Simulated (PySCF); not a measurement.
# C4H7BO2Si: a tour of settings

Which settings matter for C4H7BO2Si (`OB(O)C1=CC=C[SiH2]1`)?

Programs: PySCF 2.14.0, with density-fitted response routines of our own. Each step states its level of theory. These are calculated values for one molecule in the gas phase, unless marked as measured. Atoms are numbered from 0 throughout.

### 1 Starting geometry

15 atoms, charge 0, multiplicity 1; geometry from: GFN2-xTB.

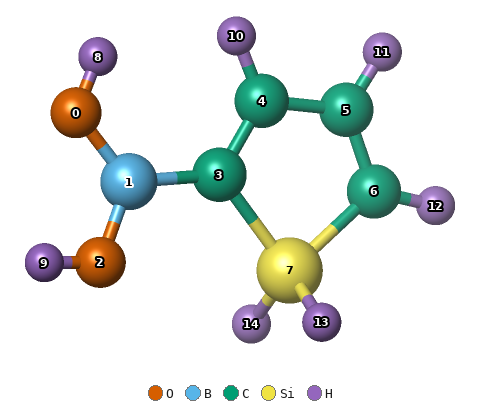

As it starts; oxygen orange, boron blue, carbon teal, silicon yellow, hydrogen purple, atoms numbered.

### 2 NMR shieldings: PBE0/pcSseg-1

The job: settings as JSON, then the geometry in Å.

```
{"job": {"kind": "nmr", "xc": "PBE0", "basis": "pcSseg-1"}, "charge": 0, "multiplicity": 1}
O     -2.297901     1.381123     1.116897
B     -1.798077     0.407860     0.297126
O     -2.686275    -0.353206    -0.386430
C     -0.285176     0.105653     0.083904
C      0.748279     0.686918     0.724681
C      2.086662     0.244238     0.369961
C      2.158322    -0.708424    -0.568421
Si     0.411170    -1.170784    -1.128313
H     -1.648495     1.902306     1.584421
H     -3.600844    -0.124028    -0.215730
H      0.637032     1.455443     1.482620
H      2.943336     0.686760     0.860744
H      3.098509    -1.108530    -0.909557
H      0.063227    -2.553414    -0.799659
H      0.165817    -0.843924    -2.534157
```

With the program's defaults for keys left out, this is: GIAO PBE0/pcSseg-1 NMR shielding, non-relativistic, gas phase.

On the command line:

```console
$ OMP_NUM_THREADS=1 python probes_run.py task.json out
```

This one command runs all jobs of the session in turn.

Standard output:

```text
coarse grid: 13568 points
cycle   1  E = -620.7409974483  dE =  1.215e+00  |g| = 9.007e-01  |ddm| = 3.614e+00
cycle   2  E = -620.6184867067  dE =  1.225e-01  |g| = 1.222e+00  |ddm| = 1.478e+00
cycle   3  E = -620.8951357785  dE = -2.766e-01  |g| = 1.053e-01  |ddm| = 8.951e-01
cycle   4  E = -620.8971057897  dE = -1.970e-03  |g| = 5.730e-02  |ddm| = 1.419e-01
cycle   5  E = -620.8979246650  dE = -8.189e-04  |g| = 1.750e-02  |ddm| = 6.536e-02
cycle   6  E = -620.8979943265  dE = -6.966e-05  |g| = 4.560e-03  |ddm| = 1.754e-02
cycle   7  E = -620.8979994196  dE = -5.093e-06  |g| = 7.974e-04  |ddm| = 4.733e-03
final grid: 127992 points
cycle   8  E = -620.9623937992  dE = -3.334e-05  |g| = 8.729e-03  |ddm| = 2.706e-02
cycle   9  E = -620.9623783945  dE =  1.540e-05  |g| = 1.223e-02  |ddm| = 1.638e-02
cycle  10  E = -620.9624107972  dE = -3.240e-05  |g| = 9.172e-04  |ddm| = 9.923e-03
cycle  11  E = -620.9624109618  dE = -1.646e-07  |g| = 3.920e-04  |ddm| = 1.139e-03
cycle  12  E = -620.9624109975  dE = -3.567e-08  |g| = 1.176e-04  |ddm| = 3.771e-04
cycle  13  E = -620.9624110005  dE = -3.043e-09  |g| = 3.338e-05  |ddm| = 1.181e-04
cycle  14  E = -620.9624110008  dE = -2.781e-10  |g| = 6.367e-06  |ddm| = 4.326e-05
converged SCF energy = -620.9624110008

GIAO shielding tensors (ppm)
atom      isotropic    diamagn.    paramagn.     s11        s22        s33       span
  0 O      233.047     387.493    -154.445    127.636    276.509    294.997    167.361
  1 B       75.603     193.882    -118.279     65.112     70.606     91.093     25.981
  2 O      218.143     386.154    -168.011    127.000    259.847    267.582    140.582
  3 C       42.935     264.904    -221.969    -47.038      2.087    173.756    220.794
  4 C       22.706     256.262    -233.556    -99.010     31.068    136.059    235.070
  5 C       31.939     254.332    -222.393    -84.017     41.239    138.595    222.613
  6 C       41.297     261.533    -220.235    -67.578     20.538    170.932    238.511
  7 Si     389.280     881.922    -492.643    321.245    397.934    448.661    127.416
  8 H       27.338      33.246      -5.908     19.980     25.066     36.969     16.990
  9 H       27.658      29.090      -1.432     21.481     23.903     37.589     16.109
 10 H       24.194      34.392     -10.198     21.193     23.197     28.190      6.997
 11 H       24.370      30.682      -6.312     22.426     23.163     27.520      5.094
 12 H       25.048      30.009      -4.961     23.584     25.009     26.550      2.966
 13 H       26.987      29.031      -2.045     23.425     25.474     32.060      8.634
 14 H       27.005      29.033      -2.028     23.474     25.452     32.088      8.614
```

It took 31 s on 1 thread of Arm Neoverse V1, shared host; peak memory 0.85 GiB.

Shifts follow as δ = σ(reference) − σ, with reference shieldings (ppm) from runs at the same level and on the same kind of geometry: 1H TMS 31.72, 13C TMS 186.9, 29Si TMS 349.2, 17O H2O 336.1, 11B BF3·OEt2 100.1. The references are single molecules in the gas phase, so shifts against H2O, NH3, PH3, H3PO4 or CFCl3 are not on the usual liquid scales and can be off by tens of ppm. Atoms listed in one row are averaged.

| atoms | environment | σ (ppm) | δ (ppm) | δ scaled to CDCl3 |
| --- | --- | --- | --- | --- |
| C4 | alkene CH | 22.7 | 164.2 | 158.4 |
| C5 | alkene CH | 31.9 | 155.0 | 149.4 |
| C6 | alkene CH | 41.3 | 145.6 | 140.2 |
| C3 | fully substituted alkene carbon | 42.9 | 144.0 | 138.6 |
| H10 | hydrogen on an alkene CH | 24.19 | 7.52 | 7.20 |
| H11 | hydrogen on an alkene CH | 24.37 | 7.35 | 7.03 |
| H12 | hydrogen on an alkene CH | 25.05 | 6.67 | 6.39 |
| H13, H14 | hydrogen on a silicon bonded to 2 C, in a 5-membered ring | 27.00 | 4.72 | – |
| H8, H9 | hydrogen on an oxygen bonded to B | 27.50 | 4.22 | – |
| O0, O2 | oxygen bonded to B, H | 225.6 | 110.5 | – |
| B1 | boron bonded to C, 2 O | 75.6 | 24.5 | – |
| Si7 | silicon bonded to 2 C, 2 H, in a 5-membered ring | 389.3 | -40.1 | – |

The scaled column applies a straight-line fit of computed shieldings to shifts measured in CDCl3 (root-mean-square error 0.16 ppm for H, 1.9 ppm for C).

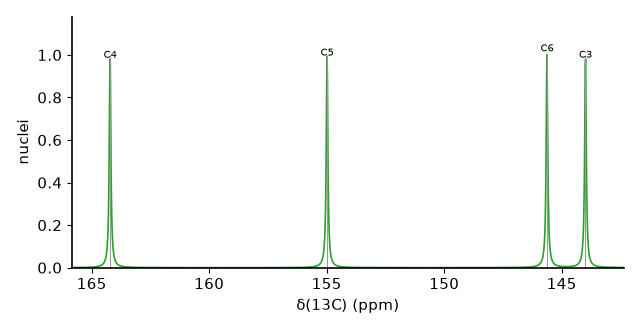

13C lines at the computed shifts, without couplings. Lines are broadened to a width of 0.08 ppm (Lorentzian).

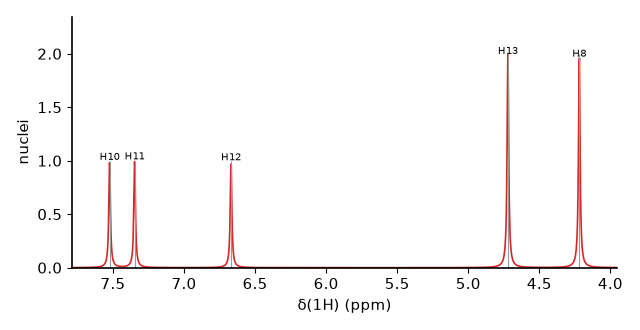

1H lines at the computed shifts, without couplings. Lines are broadened to a width of 0.01 ppm (Lorentzian).

The run also stored atomic charges by several schemes (e):

```
 atoms  Mulliken    IAO  Hirshfeld  ESP fit
O0, O2     -0.42  -0.55      -0.26    -0.72
    B1      0.61   0.48       0.22     0.69
    C3     -0.60  -0.42      -0.18    -0.37
    C4     -0.09  -0.11      -0.03    -0.12
    C5     -0.09  -0.14      -0.05    -0.02
    C6     -0.38  -0.42      -0.14    -0.44
   Si7      0.76   0.76       0.33     0.57
```

ESP fit charges:

O0 -0.73; B1 0.69; O2 -0.71; C3 -0.37; C4 -0.12; C5 -0.02; C6 -0.44; Si7 0.57; H8 0.44; H9 0.47; H10 0.12; H11 0.12; H12 0.18; H13 -0.09; H14 -0.10

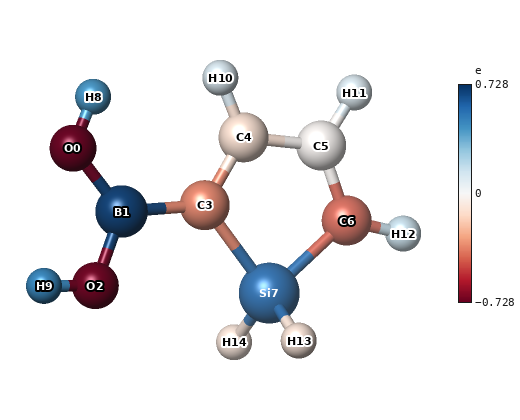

ESP fit charges, as colours on the atoms.

Mayer bond orders: O0–B1 1.21, B1–O2 1.23, B1–C3 0.91, C3–C4 1.79, C4–C5 1.11, C5–C6 1.83, C6–Si7 0.88, Si7–C3 0.88.

Ring of atoms C3, C4, C5, C6, Si7: NICS(0) 1.3, NICS(1) -2.0, NICS(1)zz 0.4 ppm (means of both faces).

### 3 Ultraviolet spectrum: PBE0/def2-SVPD

Settings changed since step 2:

```diff
@@ -1,2 +1,2 @@
-{"job": {"kind": "nmr", "xc": "PBE0", "basis": "pcSseg-1"}, "charge": 0, "multiplicity": 1}
+{"job": {"kind": "uv", "xc": "PBE0", "basis": "def2-SVPD", "nstates": 6, "ntriplets": 2}, "charge": 0, "multiplicity": 1}
 O     -2.297901     1.381123     1.116897
```

Method: TDDFT PBE0/def2-SVPD, vertical, gas phase, core orbitals frozen in the response.

Standard output:

```text
coarse grid: 13568 points
cycle   1  E = -620.4518835301  dE =  1.151e+00  |g| = 8.577e-01  |ddm| = 7.269e+00
cycle   2  E = -620.2997562907  dE =  1.521e-01  |g| = 1.229e+00  |ddm| = 2.425e+00
cycle   3  E = -620.6009254587  dE = -3.012e-01  |g| = 1.061e-01  |ddm| = 1.489e+00
cycle   4  E = -620.6029085390  dE = -1.983e-03  |g| = 6.178e-02  |ddm| = 3.438e-01
cycle   5  E = -620.6039161716  dE = -1.008e-03  |g| = 1.718e-02  |ddm| = 1.767e-01
cycle   6  E = -620.6039840663  dE = -6.789e-05  |g| = 4.675e-03  |ddm| = 3.429e-02
cycle   7  E = -620.6039897496  dE = -5.683e-06  |g| = 6.697e-04  |ddm| = 1.089e-02
final grid: 127992 points
cycle   8  E = -620.6980673499  dE = -3.592e-05  |g| = 8.205e-03  |ddm| = 1.599e-01
cycle   9  E = -620.6980510249  dE =  1.633e-05  |g| = 1.184e-02  |ddm| = 2.906e-02
cycle  10  E = -620.6980835444  dE = -3.252e-05  |g| = 8.901e-04  |ddm| = 1.894e-02
cycle  11  E = -620.6980837192  dE = -1.748e-07  |g| = 3.521e-04  |ddm| = 2.611e-03
cycle  12  E = -620.6980837487  dE = -2.948e-08  |g| = 1.129e-04  |ddm| = 8.711e-04
cycle  13  E = -620.6980837515  dE = -2.787e-09  |g| = 3.442e-05  |ddm| = 2.892e-04
cycle  14  E = -620.6980837518  dE = -3.281e-10  |g| = 6.388e-06  |ddm| = 1.241e-04
converged SCF energy = -620.6980837518

Static polarisability (au): isotropic 91.973, principal 62.575 102.482 110.863

Singlet excitations
state   eV       nm        f      main configurations
  1   4.2082    294.6   0.11746   H->L 0.98
  2   4.8040    258.1   0.00009   H-1->L 0.99
  3   5.6226    220.5   0.00218   H-2->L 0.98
  4   5.9564    208.2   0.00091   H->L+1 0.96
  5   6.2268    199.1   0.03190   H-3->L 0.71, H->L+4 0.14, H->L+3 0.12
  6   6.3949    193.9   0.00503   H->L+2 0.92

Triplet excitations (Tamm-Dancoff, eV): 2.4769 4.3953
```

It took 45 s on 1 thread of Arm Neoverse V1, shared host; peak memory 0.95 GiB.

Frontier orbitals and where they lie:

```csv
orbital,eV,atoms
HOMO−3,-9.13,"Si7 20 %, C4 15 %, C5 15 %"
HOMO−2,-8.99,"C6 26 %, Si7 23 %, C5 14 %"
HOMO−1,-8.29,"C3 33 %, Si7 19 %, C6 11 %"
HOMO,-6.86,"C3 25 %, C6 25 %, C5 18 %"
LUMO,-1.89,"C4 21 %, C6 18 %, C3 18 %"
LUMO+1,0.07,"B1 39 %, O0 15 %, H8 10 %"
LUMO+2,0.68,"Si7 28 %, H14 9 %, H13 9 %"
```

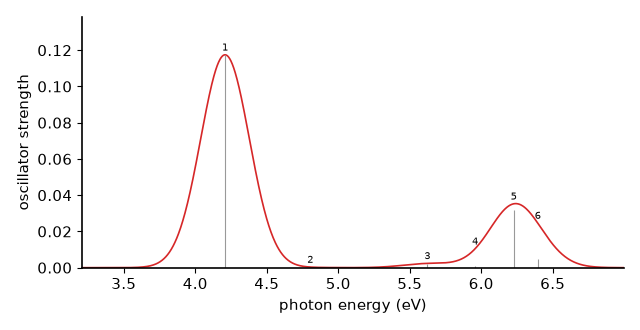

Absorption spectrum from the 6 singlet states computed; above the last one it falls off for lack of states. Lines are broadened to a width of 0.40 eV (Gaussian).

Further results of this job:

```csv
property,computed
dipole moment (D),1.55
polarisability (Å³),13.63
HOMO–LUMO gap (eV),4.98
−ε(HOMO) (eV),6.86
```

### 4 TDDFT and polarisability: B3LYP/6-31G

Settings changed since step 3:

```diff
@@ -1,2 +1,2 @@
-{"job": {"kind": "uv", "xc": "PBE0", "basis": "def2-SVPD", "nstates": 6, "ntriplets": 2}, "charge": 0, "multiplicity": 1}
+{"job": {"kind": "uv", "xc": "B3LYP", "basis": "6-31G", "nstates": 1, "ntriplets": 5, "tda": false}, "charge": 0, "multiplicity": 1}
 O     -2.297901     1.381123     1.116897
```

With the program's defaults for keys left out, this is: TDDFT B3LYP/6-31G, vertical, gas phase, core orbitals frozen in the response.

Standard output:

```text
coarse grid: 13568 points
cycle   1  E = -621.2556106112  dE =  1.333e+00  |g| = 9.727e-01  |ddm| = 3.866e+00
cycle   2  E = -621.0401179354  dE =  2.155e-01  |g| = 1.435e+00  |ddm| = 2.085e+00
cycle   3  E = -621.4486185919  dE = -4.085e-01  |g| = 1.299e-01  |ddm| = 1.291e+00
cycle   4  E = -621.4524014680  dE = -3.783e-03  |g| = 5.751e-02  |ddm| = 2.186e-01
cycle   5  E = -621.4531996569  dE = -7.982e-04  |g| = 2.410e-02  |ddm| = 9.062e-02
cycle   6  E = -621.4533509362  dE = -1.513e-04  |g| = 3.507e-03  |ddm| = 2.771e-02
cycle   7  E = -621.4533542453  dE = -3.309e-06  |g| = 1.134e-03  |ddm| = 5.959e-03
final grid: 127992 points
cycle   8  E = -621.3764195511  dE = -1.525e-05  |g| = 5.227e-03  |ddm| = 1.912e-02
cycle   9  E = -621.3764146129  dE =  4.938e-06  |g| = 6.841e-03  |ddm| = 1.423e-02
cycle  10  E = -621.3764266245  dE = -1.201e-05  |g| = 1.120e-03  |ddm| = 8.566e-03
cycle  11  E = -621.3764269738  dE = -3.492e-07  |g| = 1.813e-04  |ddm| = 1.377e-03
cycle  12  E = -621.3764269824  dE = -8.600e-09  |g| = 6.617e-05  |ddm| = 2.862e-04
cycle  13  E = -621.3764269832  dE = -8.088e-10  |g| = 3.023e-05  |ddm| = 8.985e-05
converged SCF energy = -621.3764269832

Static polarisability (au): isotropic 74.870, principal 40.886 89.093 94.632

Singlet excitations
state   eV       nm        f      main configurations
  1   4.3505    285.0   0.14227   H->L 0.97

Triplet excitations (Tamm-Dancoff, eV): 2.5769 4.6745 4.8243 5.4681 5.8789
```

It took 9.7 s on 1 thread of Arm Neoverse V1, shared host; peak memory 0.63 GiB.

This run: HOMO -6.29 eV, LUMO -1.59 eV; lowest singlet 4.35 eV.

### 5 Ultraviolet spectrum: PBE0/cc-pVDZ

Settings changed since step 4:

```diff
@@ -1,2 +1,2 @@
-{"job": {"kind": "uv", "xc": "B3LYP", "basis": "6-31G", "nstates": 1, "ntriplets": 5, "tda": false}, "charge": 0, "multiplicity": 1}
+{"job": {"kind": "uv", "xc": "PBE0", "basis": "cc-pVDZ", "nstates": 1, "ntriplets": 2, "tda": false}, "charge": 0, "multiplicity": 1}
 O     -2.297901     1.381123     1.116897
```

Method: TDDFT PBE0/cc-pVDZ, vertical, gas phase, core orbitals frozen in the response.

Standard output:

```text
coarse grid: 13568 points
cycle   1  E = -620.8528761341  dE =  1.269e+00  |g| = 8.818e-01  |ddm| = 7.810e+00
cycle   2  E = -620.7364810211  dE =  1.164e-01  |g| = 1.179e+00  |ddm| = 2.825e+00
cycle   3  E = -621.0079313329  dE = -2.715e-01  |g| = 1.040e-01  |ddm| = 1.558e+00
cycle   4  E = -621.0099697637  dE = -2.038e-03  |g| = 5.717e-02  |ddm| = 2.373e-01
cycle   5  E = -621.0108093720  dE = -8.396e-04  |g| = 1.703e-02  |ddm| = 9.747e-02
cycle   6  E = -621.0108784554  dE = -6.908e-05  |g| = 4.251e-03  |ddm| = 3.057e-02
cycle   7  E = -621.0108830869  dE = -4.631e-06  |g| = 8.474e-04  |ddm| = 7.247e-03
final grid: 127992 points
cycle   8  E = -621.0223740474  dE = -3.022e-05  |g| = 7.890e-03  |ddm| = 5.756e-02
cycle   9  E = -621.0223612030  dE =  1.284e-05  |g| = 1.075e-02  |ddm| = 3.039e-02
cycle  10  E = -621.0223904501  dE = -2.925e-05  |g| = 9.951e-04  |ddm| = 1.691e-02
cycle  11  E = -621.0223906714  dE = -2.213e-07  |g| = 3.444e-04  |ddm| = 1.921e-03
cycle  12  E = -621.0223906998  dE = -2.844e-08  |g| = 1.068e-04  |ddm| = 5.728e-04
cycle  13  E = -621.0223907023  dE = -2.493e-09  |g| = 3.127e-05  |ddm| = 1.805e-04
cycle  14  E = -621.0223907025  dE = -2.540e-10  |g| = 6.478e-06  |ddm| = 5.834e-05
converged SCF energy = -621.0223907025

Static polarisability (au): isotropic 80.838, principal 48.261 94.354 99.898

Singlet excitations
state   eV       nm        f      main configurations
  1   4.2569    291.3   0.11456   H->L 0.98

Triplet excitations (Tamm-Dancoff, eV): 2.4896 4.4326
```

It took 20 s on 1 thread of Arm Neoverse V1, shared host; peak memory 0.79 GiB.

Key values: HOMO -6.63 eV, LUMO -1.61 eV; lowest singlet 4.26 eV.

### 6 Shielding tensors: PBE0/pcSseg-1

Settings changed since step 5:

```diff
@@ -1,2 +1,2 @@
-{"job": {"kind": "uv", "xc": "PBE0", "basis": "cc-pVDZ", "nstates": 1, "ntriplets": 2, "tda": false}, "charge": 0, "multiplicity": 1}
+{"job": {"kind": "nmr", "xc": "PBE0", "basis": "pcSseg-1", "pop": false}, "charge": 0, "multiplicity": 1}
 O     -2.297901     1.381123     1.116897
```

Method: GIAO PBE0/pcSseg-1 NMR shielding, non-relativistic, gas phase.

Standard output:

```text
coarse grid: 13568 points
cycle   1  E = -620.7409974483  dE =  1.215e+00  |g| = 9.007e-01  |ddm| = 3.614e+00
cycle   2  E = -620.6184867067  dE =  1.225e-01  |g| = 1.222e+00  |ddm| = 1.478e+00
cycle   3  E = -620.8951357785  dE = -2.766e-01  |g| = 1.053e-01  |ddm| = 8.951e-01
cycle   4  E = -620.8971057897  dE = -1.970e-03  |g| = 5.730e-02  |ddm| = 1.419e-01
cycle   5  E = -620.8979246650  dE = -8.189e-04  |g| = 1.750e-02  |ddm| = 6.536e-02
cycle   6  E = -620.8979943265  dE = -6.966e-05  |g| = 4.560e-03  |ddm| = 1.754e-02
cycle   7  E = -620.8979994196  dE = -5.093e-06  |g| = 7.974e-04  |ddm| = 4.733e-03
final grid: 127992 points
cycle   8  E = -620.9623937992  dE = -3.334e-05  |g| = 8.729e-03  |ddm| = 2.706e-02
cycle   9  E = -620.9623783945  dE =  1.540e-05  |g| = 1.223e-02  |ddm| = 1.638e-02
cycle  10  E = -620.9624107972  dE = -3.240e-05  |g| = 9.172e-04  |ddm| = 9.923e-03
cycle  11  E = -620.9624109618  dE = -1.646e-07  |g| = 3.920e-04  |ddm| = 1.139e-03
cycle  12  E = -620.9624109975  dE = -3.567e-08  |g| = 1.176e-04  |ddm| = 3.771e-04
cycle  13  E = -620.9624110005  dE = -3.043e-09  |g| = 3.338e-05  |ddm| = 1.181e-04
cycle  14  E = -620.9624110008  dE = -2.781e-10  |g| = 6.367e-06  |ddm| = 4.326e-05
converged SCF energy = -620.9624110008

GIAO shielding tensors (ppm)
atom      isotropic    diamagn.    paramagn.     s11        s22        s33       span
  0 O      233.047     387.493    -154.445    127.636    276.509    294.997    167.361
  1 B       75.603     193.882    -118.279     65.112     70.606     91.093     25.981
  2 O      218.143     386.154    -168.011    127.000    259.847    267.582    140.582
  3 C       42.935     264.904    -221.969    -47.038      2.087    173.756    220.794
  4 C       22.706     256.262    -233.556    -99.010     31.068    136.059    235.070
  5 C       31.939     254.332    -222.393    -84.017     41.239    138.595    222.613
  6 C       41.297     261.533    -220.235    -67.578     20.538    170.932    238.511
  7 Si     389.280     881.922    -492.643    321.245    397.934    448.661    127.416
  8 H       27.338      33.246      -5.908     19.980     25.066     36.969     16.990
  9 H       27.658      29.090      -1.432     21.481     23.903     37.589     16.109
 10 H       24.194      34.392     -10.198     21.193     23.197     28.190      6.997
 11 H       24.370      30.682      -6.312     22.426     23.163     27.520      5.094
 12 H       25.048      30.009      -4.961     23.584     25.009     26.550      2.966
 13 H       26.987      29.031      -2.045     23.425     25.474     32.060      8.634
 14 H       27.005      29.033      -2.028     23.474     25.452     32.088      8.614
```

Wall time 24 s (1 thread of Arm Neoverse V1, shared host); peak memory 0.9 GiB.

This run: δ C4 164.2, C5 155.0, C6 145.6, C3 144.0, H10 7.52, H11 7.35 ppm.

### 7 Side by side: electronic excitations

Excitations and ground-state properties, with basis size and wall time:

```
           run  lowest singlet (eV)  brightest (eV)      f  gap (eV)  α (Å³)  μ (D)  functions   time
PBE0/def2-SVPD                 4.21            4.21  0.117      4.98   13.63   1.55        226   45 s
   B3LYP/6-31G                 4.35            4.35  0.142      4.70   11.09   1.73         90  9.7 s
  PBE0/cc-pVDZ                 4.26            4.26  0.115      5.02   11.98   1.46        151   20 s
```

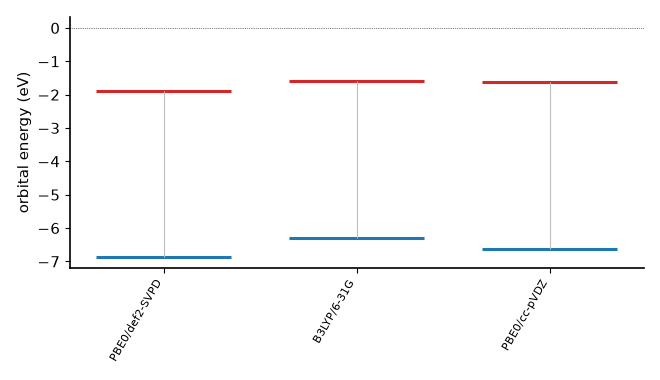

HOMO (blue) and LUMO (red) run by run.

### 8 Results

```
                                                               quantity                             value
                                 13C shifts against TMS (PBE0/pcSseg-1)    164.2, 155.0, 145.6, 144.0 ppm
 1H shifts against TMS (PBE0/pcSseg-1, means over atoms taken as alike)  7.52, 7.35, 6.67, 4.72, 4.22 ppm
17O shifts against H2O (PBE0/pcSseg-1, means over atoms taken as alike)                         110.5 ppm
                            11B shifts against BF3·OEt2 (PBE0/pcSseg-1)                          24.5 ppm
                                29Si shifts against TMS (PBE0/pcSseg-1)                         -40.1 ppm
                                        lowest singlet (PBE0/def2-SVPD)       4.21 eV (295 nm), f = 0.117
                                                         lowest triplet                           2.48 eV
                                            range of the lowest singlet                   4.21 to 4.35 eV
```

What this shows: Single values in the summary come from the first sound run of each kind (PBE0/pcSseg-1; PBE0/def2-SVPD), which need not be the best level. The lowest singlet, at 4.21 eV, is HOMO→LUMO 0.98 and is bright. The lowest triplet lies 1.73 eV below the lowest singlet (triplets in Tamm-Dancoff, singlets in full TDDFT). The lowest singlet runs from 4.21 eV (PBE0/def2-SVPD) to 4.35 eV (B3LYP/6-31G), while the orbital gap spans 4.70 to 5.02 eV. The lowest state need not be the same one in every run. The runs solved for a few states only, so the brightest column depends on that window.
